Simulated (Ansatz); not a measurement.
# Molecular dynamics of CH$_{3}$NOSi (part 1 of 2)

- system: CH$_{3}$NOSi, SMILES N=[Si]=CO
- method: RKS PBE0-D4/def2-SVP (Ansatz 0.2.0)

Figures and captions count atoms from 1; the log counts them from 0 in places.

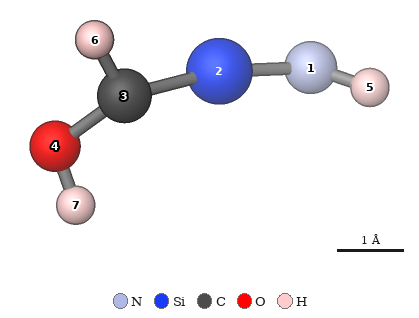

*The starting structure (ball-and-stick view, seen at a tilt; atoms are numbered from 1 in the order of the input).*

Results in brief:

- outcome: finished
- mean temperature over the second half: 389 K
- trajectory: 40 steps, 30 fs
- ensemble: nvt_langevin
- temperature in the input: 300 K
- time step: 0.75 fs
- potential energy (last step): −12482.2238 eV
- mean-field energy (last step): −12482.1194 eV
- dispersion energy (last step): −0.1044 eV
- SCF solution under orbital rotations (last step): stable
- largest force (length of the vector) (last step): 1.690 eV/Å
- dipole moment (last step): 2.13 D
- hardware: 1 CPU thread, shared host
- wall time: 63 s
- peak memory: 0.17 GiB

Remarks:

So short a trajectory is not equilibrated. The logged temperature at the start can lie below the typed one, since it is counted over all degrees of freedom.

The input:
```yaml
crystal:
  periodic: [false, false, false]
  atoms:
    - {symbol: N, position_ang: [-2.252630, 0.472690, -0.422800]}
    - {symbol: Si, position_ang: [-0.762340, 0.278810, 0.141280]}
    - {symbol: C, position_ang: [0.994350, 0.106200, 0.445750]}
    - {symbol: O, position_ang: [1.617560, -1.154200, 0.232600]}
    - {symbol: H, position_ang: [-2.551470, 1.161330, -1.097670]}
    - {symbol: H, position_ang: [1.342550, 0.481570, 1.410150]}
    - {symbol: H, position_ang: [1.611990, -1.346400, -0.709310]}
basis:
  gaussian: {orbitals: def2-SVP}
hamiltonian: {xc: pbe0, dispersion: d4}
md: {n_steps: 40, timestep: 0.75, temperature: 300, ensemble: nvt_langevin, seed: 404, friction: 0.05, initial_velocities: maxwell_boltzmann}
```

Command:
```bash
ansatz run in.yaml --threads 1 --pin off --events-out ev --progress --plain --max-ram 4352MiB
```

The program's output:
```
Functional definition: PBE0
  name "PBE0"
  cite "Adamo & Barone, J. Chem. Phys. 110, 6158 (1999) doi:10.1063/1.478522"
  cite "Perdew, Burke & Ernzerhof, Phys. Rev. Lett. 77, 3865 (1996) doi:10.1103/PhysRevLett.77.3865"
  parent pbe
  parameter a = 0.25
  parameter kappa = 0.804
  parameter beta = 0.06672455060314922
  exchange = (1 - a)*pbe_x(kappa = kappa, mu = beta*pi^2/3) + a*exact_x
  correlation = pbe_c(beta = beta)
802 factors; integrals over basis functions are off by at most 3.3e-4 eV
mean field evaluation 1: about -12470.2572 eV, gradient 7.2e1 eV
mean field evaluation 2: about -12432.8283 eV, gradient 1.3e2 eV
mean field evaluation 4: about -12481.1813 eV, gradient 1.8e1 eV
mean field evaluation 8: about -12482.0778 eV, gradient 4.5e-1 eV
mean field evaluation 16: about -12482.0783 eV, gradient 3.9e-5 eV
mean field -12482.07831565 eV, -458.7079174436 hartree, gradient 3.9e-5 eV, S^2 0.000000; 0 other end points of the search recorded, 0 dependent functions left out
the calculation of the forces begins
reference -12482.07833810 eV, -458.7079182686 hartree; 19, 19 occupied and 56, 56 virtual orbitals, 802 factors
md step     0: t =     0.00 fs  T =   257.1 K  F+E_penalty+E_count = -12482.18304477 eV  E_kin = 0.232668 eV  (27 SCF iters)
these checks for a lower state are left out or cut short: starts, cluster_reference, orbital_swaps, neighbouring_geometries, increment
802 factors; integrals over basis functions are off by at most 3.3e-4 eV
mean field -12482.04655902 eV, -458.7067504091 hartree, gradient 5.6e-5 eV, S^2 0.000000; 0 other end points of the search recorded, 0 dependent functions left out
the calculation of the forces begins
reference -12482.04658146 eV, -458.7067512336 hartree; 19, 19 occupied and 56, 56 virtual orbitals, 802 factors
md step     1: t =     0.75 fs  T =   275.3 K  F+E_penalty+E_count = -12482.15123009 eV  E_kin = 0.249075 eV  (29 SCF iters, 3 dispersion substeps)
[... from here on the SCF iterations and repeated set-up lines of each step are left out, up to the last step ...]
md step     2: t =     1.50 fs  T =   179.1 K  F+E_penalty+E_count = -12482.07267796 eV  E_kin = 0.162072 eV  (28 SCF iters, 3 dispersion substeps)
md step     3: t =     2.25 fs  T =   176.6 K  F+E_penalty+E_count = -12482.04689341 eV  E_kin = 0.159750 eV  (29 SCF iters, 3 dispersion substeps)
md step     4: t =     3.00 fs  T =   278.6 K  F+E_penalty+E_count = -12482.10305826 eV  E_kin = 0.252085 eV  (29 SCF iters, 3 dispersion substeps)
md step     5: t =     3.75 fs  T =   382.6 K  F+E_penalty+E_count = -12482.16298539 eV  E_kin = 0.346165 eV  (29 SCF iters, 3 dispersion substeps)
md step     6: t =     4.50 fs  T =   418.2 K  F+E_penalty+E_count = -12482.17999615 eV  E_kin = 0.378417 eV  (29 SCF iters, 3 dispersion substeps)
md step     7: t =     5.25 fs  T =   311.0 K  F+E_penalty+E_count = -12482.16123241 eV  E_kin = 0.281399 eV  (29 SCF iters, 3 dispersion substeps)
md step     8: t =     6.00 fs  T =   202.7 K  F+E_penalty+E_count = -12482.13571814 eV  E_kin = 0.183421 eV  (29 SCF iters, 3 dispersion substeps)
md step     9: t =     6.75 fs  T =   212.4 K  F+E_penalty+E_count = -12482.10995561 eV  E_kin = 0.192201 eV  (29 SCF iters, 3 dispersion substeps)
md step    10: t =     7.50 fs  T =   185.1 K  F+E_penalty+E_count = -12482.09248181 eV  E_kin = 0.167522 eV  (30 SCF iters, 3 dispersion substeps)
md step    11: t =     8.25 fs  T =   179.4 K  F+E_penalty+E_count = -12482.09719918 eV  E_kin = 0.162362 eV  (29 SCF iters, 3 dispersion substeps)
md step    12: t =     9.00 fs  T =   211.4 K  F+E_penalty+E_count = -12482.13126028 eV  E_kin = 0.191266 eV  (29 SCF iters, 3 dispersion substeps)
md step    13: t =     9.75 fs  T =   286.8 K  F+E_penalty+E_count = -12482.17951638 eV  E_kin = 0.259478 eV  (29 SCF iters, 3 dispersion substeps)
md step    14: t =    10.50 fs  T =   336.7 K  F+E_penalty+E_count = -12482.20245519 eV  E_kin = 0.304659 eV  (28 SCF iters, 3 dispersion substeps)
md step    15: t =    11.25 fs  T =   267.3 K  F+E_penalty+E_count = -12482.17496843 eV  E_kin = 0.241874 eV  (29 SCF iters, 3 dispersion substeps)
md step    16: t =    12.00 fs  T =   166.5 K  F+E_penalty+E_count = -12482.12286814 eV  E_kin = 0.150687 eV  (30 SCF iters, 3 dispersion substeps)
md step    17: t =    12.75 fs  T =   124.4 K  F+E_penalty+E_count = -12482.10281823 eV  E_kin = 0.112566 eV  (30 SCF iters, 3 dispersion substeps)
md step    18: t =    13.50 fs  T =   225.5 K  F+E_penalty+E_count = -12482.13412745 eV  E_kin = 0.204022 eV  (29 SCF iters, 3 dispersion substeps)
md step    19: t =    14.25 fs  T =   309.7 K  F+E_penalty+E_count = -12482.19017708 eV  E_kin = 0.280230 eV  (29 SCF iters, 3 dispersion substeps)
md step    20: t =    15.00 fs  T =   374.7 K  F+E_penalty+E_count = -12482.21938491 eV  E_kin = 0.339013 eV  (29 SCF iters, 3 dispersion substeps)
md step    21: t =    15.75 fs  T =   345.9 K  F+E_penalty+E_count = -12482.20745989 eV  E_kin = 0.312943 eV  (29 SCF iters, 3 dispersion substeps)
md step    22: t =    16.50 fs  T =   316.4 K  F+E_penalty+E_count = -12482.17847556 eV  E_kin = 0.286254 eV  (29 SCF iters, 3 dispersion substeps)
md step    23: t =    17.25 fs  T =   287.5 K  F+E_penalty+E_count = -12482.17462623 eV  E_kin = 0.260174 eV  (29 SCF iters, 3 dispersion substeps)
md step    24: t =    18.00 fs  T =   328.4 K  F+E_penalty+E_count = -12482.19730569 eV  E_kin = 0.297129 eV  (29 SCF iters, 3 dispersion substeps)
md step    25: t =    18.75 fs  T =   365.7 K  F+E_penalty+E_count = -12482.22832723 eV  E_kin = 0.330897 eV  (29 SCF iters, 3 dispersion substeps)
md step    26: t =    19.50 fs  T =   393.5 K  F+E_penalty+E_count = -12482.25177819 eV  E_kin = 0.356056 eV  (29 SCF iters, 3 dispersion substeps)
md step    27: t =    20.25 fs  T =   398.8 K  F+E_penalty+E_count = -12482.25364241 eV  E_kin = 0.360840 eV  (29 SCF iters, 3 dispersion substeps)
md step    28: t =    21.00 fs  T =   411.8 K  F+E_penalty+E_count = -12482.23010019 eV  E_kin = 0.372646 eV  (29 SCF iters, 3 dispersion substeps)
md step    29: t =    21.75 fs  T =   404.0 K  F+E_penalty+E_count = -12482.19331358 eV  E_kin = 0.365542 eV  (30 SCF iters, 3 dispersion substeps)
md step    30: t =    22.50 fs  T =   348.5 K  F+E_penalty+E_count = -12482.18115989 eV  E_kin = 0.315359 eV  (29 SCF iters, 3 dispersion substeps)
md step    31: t =    23.25 fs  T =   380.3 K  F+E_penalty+E_count = -12482.20966418 eV  E_kin = 0.344116 eV  (29 SCF iters, 3 dispersion substeps)
md step    32: t =    24.00 fs  T =   418.0 K  F+E_penalty+E_count = -12482.24800500 eV  E_kin = 0.378171 eV  (29 SCF iters, 3 dispersion substeps)
md step    33: t =    24.75 fs  T =   455.2 K  F+E_penalty+E_count = -12482.25307047 eV  E_kin = 0.411899 eV  (29 SCF iters, 3 dispersion substeps)
md step    34: t =    25.50 fs  T =   449.1 K  F+E_penalty+E_count = -12482.21633033 eV  E_kin = 0.406369 eV  (29 SCF iters, 3 dispersion substeps)
md step    35: t =    26.25 fs  T =   323.0 K  F+E_penalty+E_count = -12482.16088590 eV  E_kin = 0.292271 eV  (29 SCF iters, 3 dispersion substeps)
md step    36: t =    27.00 fs  T =   329.5 K  F+E_penalty+E_count = -12482.14456430 eV  E_kin = 0.298171 eV  (29 SCF iters, 3 dispersion substeps)
md step    37: t =    27.75 fs  T =   372.4 K  F+E_penalty+E_count = -12482.17311727 eV  E_kin = 0.336958 eV  (30 SCF iters, 3 dispersion substeps)
md step    38: t =    28.50 fs  T =   458.2 K  F+E_penalty+E_count = -12482.20477995 eV  E_kin = 0.414628 eV  (29 SCF iters, 3 dispersion substeps)
md step    39: t =    29.25 fs  T =   526.3 K  F+E_penalty+E_count = -12482.22033700 eV  E_kin = 0.476188 eV  (29 SCF iters, 3 dispersion substeps)
these checks for a lower state are left out or cut short: starts, cluster_reference, orbital_swaps, neighbouring_geometries, increment
802 factors; integrals over basis functions are off by at most 3.2e-4 eV
mean field -12482.11932789 eV, -458.7094246157 hartree, gradient 3.9e-5 eV, S^2 0.000000; 0 other end points of the search recorded, 0 dependent functions left out
the calculation of the forces begins
reference -12482.11935027 eV, -458.7094254379 hartree; 19, 19 occupied and 56, 56 virtual orbitals, 802 factors
802 factors; integrals over basis functions are off by at most 3.2e-4 eV
mean field evaluation 256: about -12482.1074 eV, gradient 7.0e-2 eV
mean field -12482.11932789 eV, -458.7094246157 hartree, gradient 3.9e-5 eV, S^2 0.000000; 1 other end points of the search recorded, 0 dependent functions left out
the calculation of the forces begins
reference -12482.11935027 eV, -458.7094254379 hartree; 19, 19 occupied and 56, 56 virtual orbitals, 802 factors
md step    40: t =    30.00 fs  T =   487.7 K  F+E_penalty+E_count = -12482.22377003 eV  E_kin = 0.441268 eV  (29 SCF iters, 3 dispersion substeps)
```

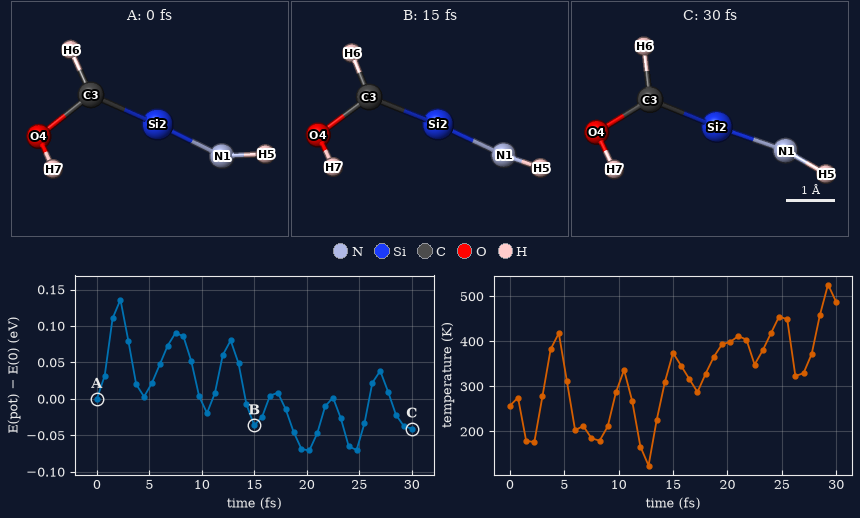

*Frames of the molecular dynamics (ball-and-stick, seen at a tilt) above the curves, on which the letters mark them.*

The trajectory kept here has 41 frames over 30 fs. The temperature starts at 257 K, ranges from 124 to 526 K and averages 389 K over the second half. The potential energy ends 0.041 eV below its first value. After an unweighted best fit of the last frame on the first, the root-mean-square displacement is 0.15 Å.

```
Total energy: -12482.22379240 eV, -458.7132636156 hartree
Atom 0 at    -2.261685     0.600614    -0.391761 Å, force    -0.490142     0.028919    -1.372857 eV/Å
Atom 1 at    -0.848209     0.205700     0.203857 Å, force     0.140660    -0.304819     0.452251 eV/Å
Atom 2 at     0.936069     0.004146     0.425278 Å, force    -0.171578     1.293176    -0.082184 eV/Å
Atom 3 at     1.685173    -1.118744     0.286948 Å, force    -0.716069     0.017547    -0.996491 eV/Å
Atom 4 at    -2.720583     0.822213    -1.311488 Å, force     0.943668    -0.105863     1.398298 eV/Å
Atom 5 at     1.315051     0.756181     1.175963 Å, force    -0.197121    -0.832296    -0.463956 eV/Å
Atom 6 at     1.507305    -1.387665    -0.645726 Å, force     0.490581    -0.096664     1.064939 eV/Å
Dipole moment:     0.190848    -0.024761    -0.400344 e Å
```

Trajectory as extended XYZ (Å, eV, eV/Å), 41 frames, from step=0 to step=40:
```
7
Properties=species:S:1:pos:R:3:forces:R:3 step=0 time_fs=0.0 energy=-12482.18304 temperature=257.1
N    -2.2526    0.4727   -0.4228    0.9581   0.0899   0.4021
Si   -0.7623    0.2788    0.1413   -0.5248  -0.2113   0.4478
C     0.9943    0.1062    0.4457    0.2934  -1.8750  -0.5517
O     1.6176   -1.1542    0.2326   -0.4550   1.3648   0.1864
H    -2.5515    1.1613   -1.0977   -0.1543   0.1397  -0.4458
H     1.3425    0.4816    1.4102   -0.1190   0.4240   0.1282
H     1.6120   -1.3464   -0.7093    0.0016   0.0680  -0.1670
7
Properties=species:S:1:pos:R:3:forces:R:3 step=1 time_fs=0.8 energy=-12482.15123 temperature=275.3
N    -2.2567    0.4733   -0.4222    0.9300   0.3871   0.1162
Si   -0.7614    0.2791    0.1423   -0.6217  -0.1973   0.3771
C     0.9976    0.1039    0.4478   -0.3272  -2.3149  -1.9391
O     1.6178   -1.1518    0.2316   -0.3485   1.0974  -0.3733
H    -2.5443    1.1665   -1.1136   -0.0005  -0.1810  -0.1117
H     1.3233    0.4702    1.3806    0.4098   0.9369   1.4712
H     1.6212   -1.3590   -0.7201   -0.0420   0.2717   0.4597
7
Properties=species:S:1:pos:R:3:forces:R:3 step=2 time_fs=1.5 energy=-12482.07268 temperature=179.1
N    -2.2609    0.4730   -0.4220    0.8587   0.7687  -0.2661
Si   -0.7610    0.2801    0.1437   -0.6888  -0.1964   0.3147
C     1.0007    0.1012    0.4497   -0.8914  -2.7174  -3.2360
O     1.6180   -1.1498    0.2297   -0.2516   0.9095  -0.6532
H    -2.5361    1.1745   -1.1319    0.1682  -0.5781   0.3092
H     1.3031    0.4633    1.3593    0.8839   1.4007   2.7161
H     1.6270   -1.3680   -0.7274   -0.0788   0.4130   0.8153
7
Properties=species:S:1:pos:R:3:forces:R:3 step=3 time_fs=2.2 energy=-12482.04689 temperature=176.6
N    -2.2658    0.4726   -0.4225    0.8934   1.0156  -0.5077
Si   -0.7609    0.2814    0.1459   -0.8039  -0.1970   0.2426
C     1.0029    0.0977    0.4507   -1.0771  -2.7282  -3.5452
O     1.6177   -1.1485    0.2268   -0.1773   0.8361  -0.5566
H    -2.5254    1.1794   -1.1489    0.2625  -0.8405   0.6022
H     1.2907    0.4637    1.3571    1.0035   1.4739   2.9846
H     1.6314   -1.3697   -0.7289   -0.1012   0.4400   0.7800
7
Properties=species:S:1:pos:R:3:forces:R:3 step=4 time_fs=3.0 energy=-12482.10306 temperature=278.6
N    -2.2707    0.4729   -0.4231    0.9854   1.1531  -0.6643
Si   -0.7608    0.2823    0.1481   -0.9349  -0.2031   0.1763
C     1.0044    0.0936    0.4498   -0.8790  -2.2578  -2.7034
O     1.6176   -1.1476    0.2235   -0.1225   0.8411  -0.2316
H    -2.5095    1.1780   -1.1690    0.2937  -0.9890   0.8038
H     1.2833    0.4738    1.3747    0.7635   1.0776   2.1188
H     1.6370   -1.3633   -0.7270   -0.1061   0.3782   0.5004
7
Properties=species:S:1:pos:R:3:forces:R:3 step=5 time_fs=3.8 energy=-12482.16299 temperature=382.6
N    -2.2758    0.4743   -0.4230    1.1125   1.2033  -0.7616
Si   -0.7611    0.2829    0.1501   -1.0635  -0.2201   0.1269
C     1.0056    0.0881    0.4471   -0.5649  -1.5424  -1.3708
O     1.6171   -1.1475    0.2204   -0.0761   0.8361   0.0535
H    -2.4902    1.1703   -1.1908    0.2761  -1.0430   0.9320
H     1.2769    0.4888    1.4044    0.4090   0.4699   0.7798
H     1.6403   -1.3534   -0.7264   -0.0930   0.2963   0.2402
7
Properties=species:S:1:pos:R:3:forces:R:3 step=6 time_fs=4.5 energy=-12482.18000 temperature=418.2
N    -2.2805    0.4764   -0.4227    1.2888   1.1243  -0.7116
Si   -0.7618    0.2828    0.1531   -1.1937  -0.2434   0.0965
C     1.0071    0.0812    0.4425   -0.3003  -0.7585  -0.0278
O     1.6166   -1.1466    0.2175   -0.0063   0.7507   0.2195
H    -2.4691    1.1596   -1.2064    0.2051  -0.9606   0.9030
H     1.2742    0.5041    1.4390    0.0797  -0.1328  -0.5429
H     1.6423   -1.3429   -0.7276   -0.0732   0.2203   0.0633
7
Properties=species:S:1:pos:R:3:forces:R:3 step=7 time_fs=5.2 energy=-12482.16123 temperature=311.0
N    -2.2838    0.4785   -0.4228    1.4899   0.8331  -0.4048
Si   -0.7632    0.2817    0.1560   -1.2637  -0.2777   0.1048
C     1.0093    0.0748    0.4367   -0.1882  -0.1091   0.9208
O     1.6170   -1.1445    0.2154    0.0800   0.5982   0.2428
H    -2.4469    1.1429   -1.2128    0.0665  -0.6538   0.5898
H     1.2741    0.5167    1.4670   -0.1331  -0.5486  -1.4487
H     1.6449   -1.3320   -0.7300   -0.0514   0.1579  -0.0047
7
Properties=species:S:1:pos:R:3:forces:R:3 step=8 time_fs=6.0 energy=-12482.13572 temperature=202.7
N    -2.2857    0.4806   -0.4231    1.6606   0.3988   0.0877
Si   -0.7657    0.2802    0.1583   -1.2523  -0.3213   0.1527
C     1.0120    0.0702    0.4316   -0.2059   0.3191   1.4328
O     1.6177   -1.1423    0.2146    0.1532   0.4326   0.0908
H    -2.4268    1.1221   -1.2136   -0.0987  -0.1943   0.0597
H     1.2730    0.5219    1.4837   -0.2296  -0.7498  -1.9036
H     1.6443   -1.3216   -0.7341   -0.0273   0.1149   0.0798
7
Properties=species:S:1:pos:R:3:forces:R:3 step=9 time_fs=6.8 energy=-12482.10996 temperature=212.4
N    -2.2865    0.4830   -0.4230    1.7917  -0.0921   0.6782
Si   -0.7685    0.2788    0.1606   -1.2006  -0.3668   0.2180
C     1.0151    0.0661    0.4281   -0.2908   0.6273   1.7064
O     1.6183   -1.1401    0.2145    0.2305   0.2435  -0.1382
H    -2.4098    1.1005   -1.2121   -0.2571   0.3244  -0.5841
H     1.2709    0.5193    1.4936   -0.2661  -0.8215  -2.1107
H     1.6442   -1.3121   -0.7385   -0.0075   0.0852   0.2304
7
Properties=species:S:1:pos:R:3:forces:R:3 step=10 time_fs=7.5 energy=-12482.09248 temperature=185.1
N    -2.2864    0.4855   -0.4225    1.8823  -0.5867   1.3138
Si   -0.7712    0.2779    0.1633   -1.1260  -0.4143   0.2905
C     1.0181    0.0616    0.4259   -0.4250   0.8599   1.7845
O     1.6184   -1.1379    0.2151    0.3293   0.0111  -0.3455
H    -2.3940    1.0792   -1.2103   -0.3978   0.8484  -1.2826
H     1.2695    0.5085    1.4949   -0.2647  -0.7774  -2.1059
H     1.6468   -1.3048   -0.7411    0.0018   0.0591   0.3452
7
Properties=species:S:1:pos:R:3:forces:R:3 step=11 time_fs=8.2 energy=-12482.09720 temperature=179.4
N    -2.2859    0.4876   -0.4214    1.8879  -0.8625   1.6913
Si   -0.7738    0.2781    0.1663   -1.0393  -0.4575   0.3561
C     1.0206    0.0573    0.4246   -0.6017   1.0203   1.6879
O     1.6179   -1.1355    0.2161    0.4355  -0.2202  -0.4290
H    -2.3818    1.0629   -1.2124   -0.4748   1.1506  -1.7237
H     1.2668    0.4929    1.4876   -0.2200  -0.6369  -1.9007
H     1.6500   -1.2966   -0.7404    0.0125   0.0061   0.3181
```
